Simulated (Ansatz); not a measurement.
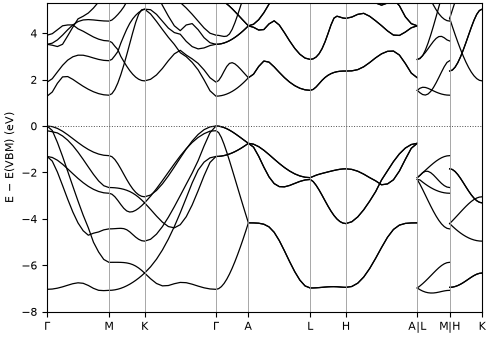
Figure: Band structure from plane-wave PAW LDA (Ansatz code)

Q: Read off the gap and where the band edges lie.

A: About 1.3 eV (1.29 eV by a search for the band edges); maximum at Γ, minimum at Γ.

Q: Pick the material that matches.
(A) LaN, P6_3mc (La on 2b, N on 2b)
(B) GaN, P6_422 (Ga on 3d, N on 3c)
(C) GaP, wurtzite

A: C, GaP, wurtzite

The workflow started from a Materials Project entry (that database holds measured and hypothetical structures alike); the Crystallography Open Database copy checked does not list it. It is not the phase usual at ambient conditions (space group No. 216). The cell was relaxed with LDA under the symmetry of its start; its stability against distortions is not shown here. Scalar-relativistic: spin–orbit coupling is off unless named, which matters more the heavier the elements.

Potentials: the later of the program's two PAW sets.
